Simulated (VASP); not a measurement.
Band structure of CoSi (relaxed from the WC structure, space group P-6m2). Computed with PBEsol GGA, VASP's PBE PAW potentials (set 64) (plane waves; VASP).

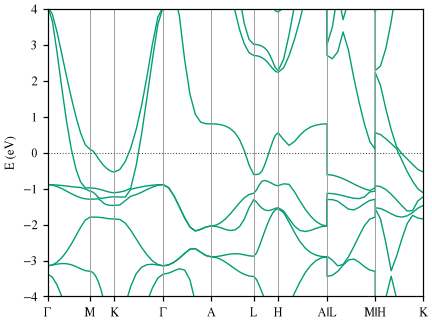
Fig. 1. Bands along high-symmetry lines, zero at the valence-band maximum or, without a gap, the Fermi level

Task: Read the plot: is there a gap, and where are the band edges?

Result: It has no gap at this level: it comes out as a metal or semimetal. (Edges off the drawn lines would not show.)

The structure was generated: CoSi was put into the WC type (P-6m2), which need not be its known phase. It was relaxed first. The run is not spin-polarised, so no magnetic state was tried. The electron count is odd and the run is not spin-polarised, which forces a metal.
